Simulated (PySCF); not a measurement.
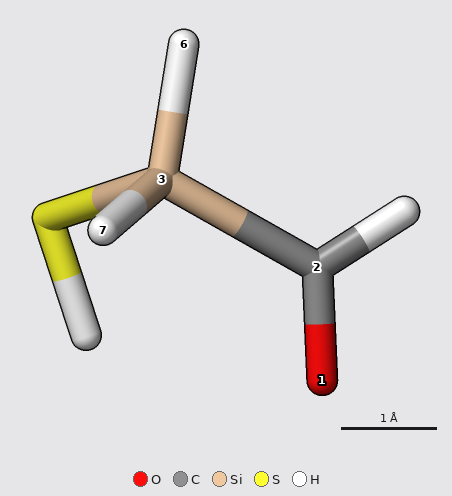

**Figure 1.** The structure (stick view, seen at an oblique angle; atoms are numbered from 1 in the order of the input).

**CH$_{4}$OSSi (charge +1): single-point calculation (part 1 of 2)**

System: CH$_{4}$OSSi, charge +1, multiplicity 2.
Method: RPA (r2SCAN)/ANO-RCC-VDZP, UKS, sfX2C (PySCF 2.14.0).

The geometry is that of the parent species in another charge or spin state. The geometry comes from this level: GFN2-xTB.

### Output
```
PySCF version 2.14.0

[INPUT] num. atoms = 8
[INPUT] num. electrons = 47
[INPUT] charge = 1
[INPUT] spin (= nelec alpha-beta = 2S) = 1
[INPUT] symmetry False subgroup None
[INPUT] Mole.unit = bohr
[INPUT] Symbol           X                Y                Z      unit          X                Y                Z       unit  Magmom
[INPUT]  1 O     -0.677329896307  -0.166580223403  -1.887699997173 AA   -1.279968000000  -0.314791000000  -3.567236000000 Bohr   0.0
[INPUT]  2 C     -0.460669929194   0.625839895330  -1.006870241812 AA   -0.870540000000   1.182666000000  -1.902709000000 Bohr   0.0
[INPUT]  3 Si     0.656060147491   0.195409797854   0.498960133822 AA    1.239774000000   0.369271000000   0.942898000000 Bohr   0.0
[INPUT]  4 S     -0.389809925589  -1.350040075562   1.553909829487 AA   -0.736634000000  -2.551206000000   2.936464000000 Bohr   0.0
[INPUT]  5 H     -0.931710144191   1.629149832867  -1.050869739369 AA   -1.760677000000   3.078647000000  -1.985856000000 Bohr   0.0
[INPUT]  6 H      0.738220201259   1.329079895415   1.403290119943 AA    1.395034000000   2.511597000000   2.651834000000 Bohr   0.0
[INPUT]  7 H      1.933899813573  -0.306130074872   0.012919861605 AA    3.654541000000  -0.578502000000   0.024415000000 Bohr   0.0
[INPUT]  8 H     -0.868659737864  -1.956740160351   0.476349979131 AA   -1.641529000000  -3.697703000000   0.900171000000 Bohr   0.0

nuclear repulsion = 198.428808112733
number of shells = 20
number of NR pGTOs = 358
number of NR cGTOs = 84
basis = ano-rcc-vdzp
ecp = {}

******** <class 'pyscf.x2c.sfx2c1e.sfX2C1eUKS'> ********
method = sfX2C1eUKS
initial guess = minao
damping factor = 0
level_shift factor = 0
DIIS = <class 'pyscf.scf.diis.CDIIS'>
diis_start_cycle = 1
diis_space = 8
diis_damp = 0
SCF conv_tol = 1e-10
SCF conv_tol_grad = None
SCF max_cycles = 50
direct_scf = True
direct_scf_tol = 1e-13
number electrons alpha = 24  beta = 23
XC library pyscf.dft.libxc version 7.0.0
    S. Lehtola, C. Steigemann, M. J.T. Oliveira, and M. A.L. Marques.,  SoftwareX 7, 1–5 (2018)
XC functionals = r2scan
    J. W. Furness, A. D. Kaplan, J. Ning, J. P. Perdew, and J. Sun.,  J. Phys. Chem. Lett. 11, 8208-8215 (2020)
    J. W. Furness, A. D. Kaplan, J. Ning, J. P. Perdew, and J. Sun.,  J. Phys. Chem. Lett. 11, 9248-9248 (2020)
    J. W. Furness, A. D. Kaplan, J. Ning, J. P. Perdew, and J. Sun.,  J. Phys. Chem. Lett. 11, 8208-8215 (2020)
    J. W. Furness, A. D. Kaplan, J. Ning, J. P. Perdew, and J. Sun.,  J. Phys. Chem. Lett. 11, 9248-9248 (2020)
radial grids:
    Treutler-Ahlrichs [JCP 102, 346 (1995); DOI:10.1063/1.469408] (M4) radial grids

becke partition: Becke, JCP 88, 2547 (1988); DOI:10.1063/1.454033
pruning grids: <function nwchem_prune>
grids dens level: 4
symmetrized grids: False
atomic radii adjust function: <function treutler_atomic_radii_adjust>
small_rho_cutoff = 0

******** <class 'pyscf.x2c.sfx2c1e.SpinFreeX2CHelper'> ********
approx = 1e
xuncontract = 1
Set gradient conv threshold to 1e-05
tot grids = 177312
init E= -805.407371283217
  alpha nocc = 24  HOMO = -0.284655963198069  LUMO = -0.152912672258801
  beta  nocc = 23  HOMO = -0.308378486149841  LUMO = -0.284655963198069

WARN: HOMO -0.284655963198069 >= LUMO -0.284655963198069

cycle= 1 E= -804.700660193404  delta_E= 0.707  |g|= 0.463  |ddm|= 2.69
  alpha nocc = 24  HOMO = -0.372573143665192  LUMO = -0.294230223614043
  beta  nocc = 23  HOMO = -0.481600893328539  LUMO = -0.350377483553812
  HOMO = -0.372573143665  LUMO = -0.350377483554  gap/eV = 0.60397
cycle= 2 E= -803.640465581483  delta_E= 1.06  |g|= 1.52  |ddm|= 1.72
  alpha nocc = 24  HOMO = -0.470675278525774  LUMO = -0.357421055963684
  beta  nocc = 23  HOMO = -0.473596094411878  LUMO = -0.440976365883253
  HOMO = -0.470675278526  LUMO = -0.440976365883  gap/eV = 0.80815
cycle= 3 E= -804.730398564279  delta_E= -1.09  |g|= 0.276  |ddm|=  1.7
  alpha nocc = 24  HOMO = -0.457982216104466  LUMO = -0.315882218371561
  beta  nocc = 23  HOMO = -0.476556671244708  LUMO = -0.423883870068961
  HOMO = -0.457982216104  LUMO = -0.423883870069  gap/eV = 0.92786
cycle= 4 E= -804.735571688449  delta_E= -0.00517  |g|= 0.277  |ddm|= 1.21
  alpha nocc = 24  HOMO = -0.474836926909438  LUMO = -0.335356673681993
  beta  nocc = 23  HOMO = -0.454082691720952  LUMO = -0.431279180354646
  HOMO = -0.454082691721  LUMO = -0.431279180355  gap/eV = 0.62052
cycle= 5 E= -804.801771515831  delta_E= -0.0662  |g|= 0.0383  |ddm|= 0.669
  alpha nocc = 24  HOMO = -0.479550706202437  LUMO = -0.337347800996662
  beta  nocc = 23  HOMO = -0.460902879579788  LUMO = -0.436666230742035
  HOMO = -0.46090287958  LUMO = -0.436666230742  gap/eV = 0.65951
cycle= 6 E= -804.800323123058  delta_E= 0.00145  |g|= 0.0531  |ddm|= 0.134
  alpha nocc = 24  HOMO = -0.477922030207819  LUMO = -0.338146545418434
  beta  nocc = 23  HOMO = -0.460103694361373  LUMO = -0.436432053375922
  HOMO = -0.460103694361  LUMO = -0.436432053376  gap/eV = 0.64414
cycle= 7 E= -804.802322208154  delta_E= -0.002  |g|= 0.0198  |ddm|= 0.0794
  alpha nocc = 24  HOMO = -0.477167709337707  LUMO = -0.338713407635568
  beta  nocc = 23  HOMO = -0.460066741730852  LUMO = -0.436307198501439
  HOMO = -0.460066741731  LUMO = -0.436307198501  gap/eV = 0.64653
cycle= 8 E= -804.802574677159  delta_E= -0.000252  |g|= 0.00753  |ddm|= 0.0238
  alpha nocc = 24  HOMO = -0.477105547602644  LUMO = -0.339350564952261
  beta  nocc = 23  HOMO = -0.460236749235126  LUMO = -0.436527925008664
  HOMO = -0.460236749235  LUMO = -0.436527925009  gap/eV = 0.64515
cycle= 9 E= -804.802621770169  delta_E= -4.71e-05  |g|= 0.000978  |ddm|= 0.0158
  alpha nocc = 24  HOMO = -0.476975854582679  LUMO = -0.339311839204244
  beta  nocc = 23  HOMO = -0.460092106792784  LUMO = -0.436404511905665
  HOMO = -0.460092106793  LUMO = -0.436404511906  gap/eV = 0.64457
cycle= 10 E= -804.802622454445  delta_E= -6.84e-07  |g|= 0.000717  |ddm|= 0.00347
  alpha nocc = 24  HOMO = -0.477024197366069  LUMO = -0.339351367855982
  beta  nocc = 23  HOMO = -0.460124373572785  LUMO = -0.436418234702508
  HOMO = -0.460124373573  LUMO = -0.436418234703  gap/eV = 0.64508
cycle= 11 E= -804.802623025145  delta_E= -5.71e-07  |g|= 0.000376  |ddm|= 0.00152
  alpha nocc = 24  HOMO = -0.477055575005854  LUMO = -0.339373745160081
  beta  nocc = 23  HOMO = -0.460106639766258  LUMO = -0.436401206927385
  HOMO = -0.460106639766  LUMO = -0.436401206927  gap/eV = 0.64506
cycle= 12 E= -804.802623164103  delta_E= -1.39e-07  |g|= 0.000299  |ddm|= 0.00165
  alpha nocc = 24  HOMO = -0.477042229195775  LUMO = -0.339387017256402
  beta  nocc = 23  HOMO = -0.460100785881545  LUMO = -0.436395421853864
  HOMO = -0.460100785882  LUMO = -0.436395421854  gap/eV = 0.64506
cycle= 13 E= -804.802623237427  delta_E= -7.33e-08  |g|= 8.58e-05  |ddm|= 0.000552
  alpha nocc = 24  HOMO = -0.477039206660574  LUMO = -0.339396890033875
  beta  nocc = 23  HOMO = -0.460104762997315  LUMO = -0.436400494351104
  HOMO = -0.460104762997  LUMO = -0.436400494351  gap/eV = 0.64503
cycle= 14 E= -804.802623241728  delta_E= -4.3e-09  |g|= 3.88e-05  |ddm|= 0.000115
  alpha nocc = 24  HOMO = -0.477035228899546  LUMO = -0.339396914428601
  beta  nocc = 23  HOMO = -0.460102738223203  LUMO = -0.436399472866104
  HOMO = -0.460102738223  LUMO = -0.436399472866  gap/eV = 0.64500
cycle= 15 E= -804.802623242876  delta_E= -1.15e-09  |g|= 1.47e-05  |ddm|= 5.73e-05
  alpha nocc = 24  HOMO = -0.477033834519742  LUMO = -0.339399478095779
  beta  nocc = 23  HOMO = -0.460103062391519  LUMO = -0.436400766783978
  HOMO = -0.460103062392  LUMO = -0.436400766784  gap/eV = 0.64497
cycle= 16 E= -804.802623243017  delta_E= -1.41e-10  |g|= 8.88e-06  |ddm|= 5.29e-05
  alpha nocc = 24  HOMO = -0.477034494702844  LUMO = -0.339398787166383
  beta  nocc = 23  HOMO = -0.460103088902538  LUMO = -0.436400662108834
  HOMO = -0.460103088903  LUMO = -0.436400662109  gap/eV = 0.64498
cycle= 17 E= -804.802623243074  delta_E= -5.7e-11  |g|= 4.15e-06  |ddm|= 3.1e-05
  alpha nocc = 24  HOMO = -0.477033201702346  LUMO = -0.339400576305938
  beta  nocc = 23  HOMO = -0.460102753568397  LUMO = -0.436401133881916
  HOMO = -0.460102753568  LUMO = -0.436401133882  gap/eV = 0.64495
```

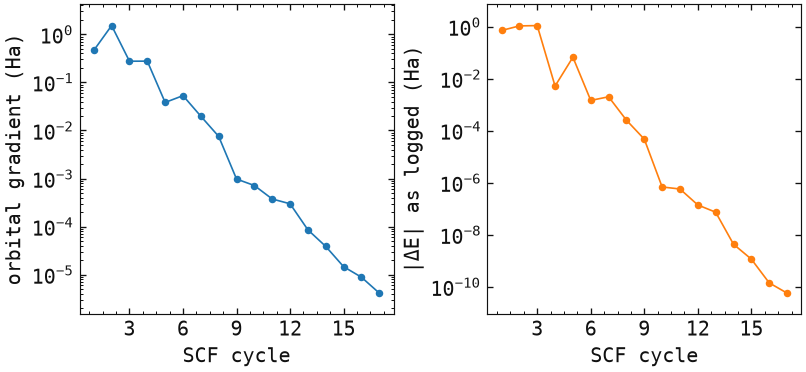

**Figure 2.** Convergence of the self-consistent field: orbital gradient and size of the energy change against the SCF cycle. The residual comes down, with one marked jump up, by a factor of about 3, at step 2.

```
Extra cycle  E= -804.8026232419  delta_E= 1.17e-09  |g|= 3.79e-05  |ddm|= 0.0001
SCF not converged.
SCF energy = -804.8026232419 after 50 cycles  <S^2> = 0.75753287  2S+1 = 2.0075187

******** <class 'pyscf.soscf.newton_ah.SecondOrdersfX2C1eUKS'> ********
method = SecondOrdersfX2C1eUKS
initial guess = minao
damping factor = 0
level_shift factor = 0
DIIS = <class 'pyscf.scf.diis.CDIIS'>
diis_start_cycle = 1
diis_space = 8
diis_damp = 0
SCF conv_tol = 1e-10
SCF conv_tol_grad = None
SCF max_cycles = 50
direct_scf = True
direct_scf_tol = 1e-13
number electrons alpha = 24  beta = 23
XC library pyscf.dft.libxc version 7.0.0
    S. Lehtola, C. Steigemann, M. J.T. Oliveira, and M. A.L. Marques.,  SoftwareX 7, 1–5 (2018)
XC functionals = r2scan
    J. W. Furness, A. D. Kaplan, J. Ning, J. P. Perdew, and J. Sun.,  J. Phys. Chem. Lett. 11, 8208-8215 (2020)
    J. W. Furness, A. D. Kaplan, J. Ning, J. P. Perdew, and J. Sun.,  J. Phys. Chem. Lett. 11, 9248-9248 (2020)
    J. W. Furness, A. D. Kaplan, J. Ning, J. P. Perdew, and J. Sun.,  J. Phys. Chem. Lett. 11, 8208-8215 (2020)
    J. W. Furness, A. D. Kaplan, J. Ning, J. P. Perdew, and J. Sun.,  J. Phys. Chem. Lett. 11, 9248-9248 (2020)
radial grids:
    Treutler-Ahlrichs [JCP 102, 346 (1995); DOI:10.1063/1.469408] (M4) radial grids

becke partition: Becke, JCP 88, 2547 (1988); DOI:10.1063/1.454033
pruning grids: <function nwchem_prune>
grids dens level: 4
symmetrized grids: False
atomic radii adjust function: <function treutler_atomic_radii_adjust>
small_rho_cutoff = 0

******** <class 'pyscf.x2c.sfx2c1e.SpinFreeX2CHelper'> ********
approx = 1e
xuncontract = 1
******** <class 'pyscf.x2c.sfx2c1e.sfX2C1eUKS'> Newton solver flags ********
SCF tol = 1e-10
conv_tol_grad = None
max. SCF cycles = 50
direct_scf = True
direct_scf_tol = 1e-13
max_cycle_inner = 12
max_stepsize = 0.05
ah_start_tol = 1e+09
ah_level_shift = 0
ah_conv_tol = 1e-12
ah_lindep = 1e-14
ah_start_cycle = 1
ah_max_cycle = 40
ah_grad_trust_region = 2.5
kf_interval = 4
kf_trust_region = 5
canonicalization = True
Set conv_tol_grad to 1e-05
  alpha nocc = 24  HOMO = -0.477042877467684  LUMO = -0.339384947038159
  beta  nocc = 23  HOMO = -0.460104159705983  LUMO = -0.436396128797681
  HOMO = -0.460104159706  LUMO = -0.436396128798  gap/eV = 0.64513
Initial guess E= -804.8026232419  |g|= 3.7854e-05
macro= 0  E= -804.802623243085  delta_E= -1.18484e-09  |g|= 3.7854e-05  1 KF 3 JK
macro= 1  E= -804.802623243086  delta_E= -1.02318e-12  |g|= 2.96991e-06  1 KF 2 JK
Canonicalize SCF orbitals
macro X = 2  E=-804.802623243086  |g|= 2.96991e-06  total 3 KF 8 JK
converged SCF energy = -804.802623243086  <S^2> = 0.75753273  2S+1 = 2.0075186
ETB for O: l = 0, exps = 0.134166 * 2^n , n = 0..15
ETB for O: l = 1, exps = 0.11002269394993017 * 2^n , n = 0..12
ETB for O: l = 2, exps = 0.090224 * 2^n , n = 0..11
ETB for O: l = 3, exps = 0.1703308835414177 * 2^n , n = 0..7
ETB for O: l = 4, exps = 0.321562 * 2^n , n = 0..4
ETB for H: l = 0, exps = 0.055924 * 2^n , n = 0..12
ETB for H: l = 1, exps = 0.10513611318666864 * 2^n , n = 0..8
ETB for H: l = 2, exps = 0.197654 * 2^n , n = 0..4
ETB for Si: l = 0, exps = 0.061437 * 2^n , n = 0..18
ETB for Si: l = 1, exps = 0.05358733285208362 * 2^n , n = 0..15
ETB for Si: l = 2, exps = 0.0467406 * 2^n , n = 0..13
ETB for Si: l = 3, exps = 0.06767472454971649 * 2^n , n = 0..9
ETB for Si: l = 4, exps = 0.0979848 * 2^n , n = 0..5
ETB for C: l = 0, exps = 0.06936 * 2^n , n = 0..15
ETB for C: l = 1, exps = 0.05636211493547772 * 2^n , n = 0..13
ETB for C: l = 2, exps = 0.0458 * 2^n , n = 0..11
ETB for C: l = 3, exps = 0.08638293118434914 * 2^n , n = 0..8
ETB for C: l = 4, exps = 0.162926 * 2^n , n = 0..4
ETB for S: l = 0, exps = 0.0985152 * 2^n , n = 0..18
ETB for S: l = 1, exps = 0.08256295201699125 * 2^n , n = 0..15
ETB for S: l = 2, exps = 0.0691938 * 2^n , n = 0..12
ETB for S: l = 3, exps = 0.1051419539934464 * 2^n , n = 0..9
ETB for S: l = 4, exps = 0.1597662 * 2^n , n = 0..5

WARN: Even tempered Gaussians are generated as DF auxbasis for  O S H Si C

******** <class 'pyscf.gw.urpa.URPA'> ********
nocc = (np.int64(12), np.int64(11)), nmo = (72, 72)
frozen orbitals 12
mem_avail = 1612.83  mem_blk = 0.06  auxlen = 1219

WARN: Destination object of to_hf/to_ks method is not an X2C object. Convert dst to X2C object.
```
